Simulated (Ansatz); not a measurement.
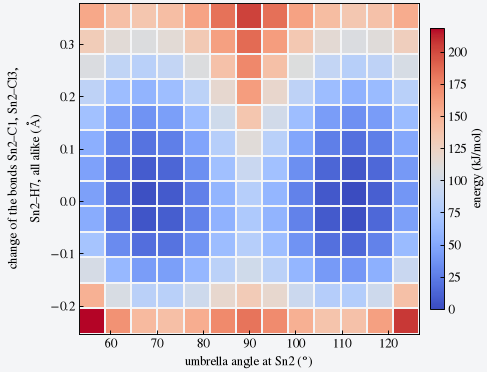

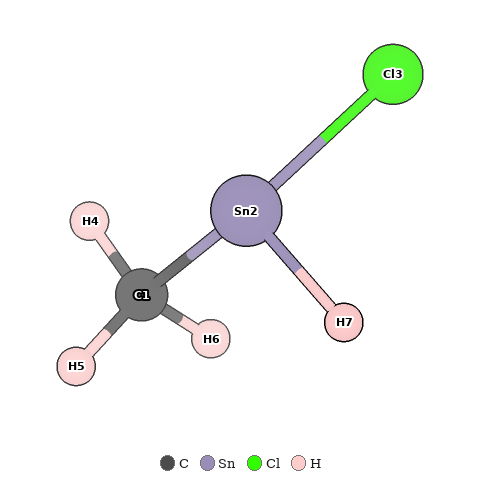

Energy landscape of CH₄ClSn, SMILES [CH3][SnH][Cl], spin multiplicity 2. 
- Coordinates scanned: (1) umbrella angle at Sn2 (between each of its bonds and their common axis; 90 is planar); (2) change of the bonds Sn2–C1, Sn2–Cl3, Sn2–H7, all alike.
- Nothing is relaxed (all other coordinates rigid).
- The scan uses a 13 × 13 grid.
- Points are written as (first, second).
- All energies are given in kJ/mol relative to the lowest grid point.
- Energies and slopes of some neighbouring points disagree (a jump in structure or state, or too coarse a mesh).
- Theory: UKS PBE0-D4/def2-TZVP in Ansatz 0.2.0.

In the figure: one coloured cell a grid point. The second picture is the structure at the lowest point.

Question: Where are the lowest and the highest points?

Answer: The lowest grid point is at (112.7°, 0.014 Å). Other grid points that lie below all their neighbours: (67.3°, 0.014 Å) (2.2 kJ/mol higher). The highest grid point, (56.0°, −0.229 Å), lies 218 kJ/mol above the lowest.

The values on the grid:

| second ↓, first → | 56.0 | 61.7 | 67.3 | 73.0 | 78.7 | 84.3 | 90.0 | 95.7 | 101.3 | 107.0 | 112.7 | 118.3 | 124.0 |
| --- | --- | --- | --- | --- | --- | --- | --- | --- | --- | --- | --- | --- | --- |
| 0.354 | 156 | 140 | 135 | 142 | 158 | 183 | 203 | 184 | 159 | 142 | 135 | 139 | 154 |
| 0.305 | 131 | 113 | 108 | 114 | 132 | 160 | 187 | 161 | 133 | 114 | 107 | 111 | 128 |
| 0.257 | 107 | 88 | 82 | 89 | 108 | 138 | 173 | 140 | 109 | 89 | 81 | 86 | 104 |
| 0.208 | 86 | 65 | 58 | 65 | 85 | 117 | 162 | 119 | 86 | 65 | 57 | 62 | 82 |
| 0.159 | 68 | 45 | 37 | 44 | 64 | 98 | 136 | 99 | 65 | 43 | 36 | 42 | 64 |
| 0.111 | 54 | 29 | 20 | 26 | 47 | 81 | 112 | 82 | 48 | 26 | 18 | 26 | 50 |
| 0.062 | 46 | 18 | 8 | 14 | 34 | 67 | 93 | 68 | 35 | 13 | 6 | 14 | 41 |
| 0.014 | 45 | 14 | 2 | 7 | 27 | 58 | 81 | 59 | 28 | 6 | 0 | 10 | 39 |
| −0.035 | 52 | 18 | 5 | 9 | 28 | 57 | 76 | 57 | 28 | 7 | 2 | 14 | 45 |
| −0.083 | 71 | 33 | 17 | 20 | 38 | 64 | 81 | 65 | 37 | 18 | 14 | 28 | 62 |
| −0.132 | 103 | 61 | 43 | 44 | 60 | 84 | 98 | 84 | 59 | 42 | 39 | 55 | 93 |
| −0.180 | 150 | 104 | 83 | 82 | 97 | 118 | 131 | 118 | 95 | 80 | 79 | 97 | 139 |
| −0.229 | 218 | 168 | 144 | 140 | 152 | 172 | 182 | 171 | 151 | 137 | 139 | 160 | 206 |

Each point was launched as `ansatz run input.yaml --threads 1 --pin off --max-ram 2560MiB --backend cpu --events-out ev --progress --plain --runs-dir out`. Time for the 169 points that were run: 29 min on 1 thread of Arm Neoverse V2 (shared host).
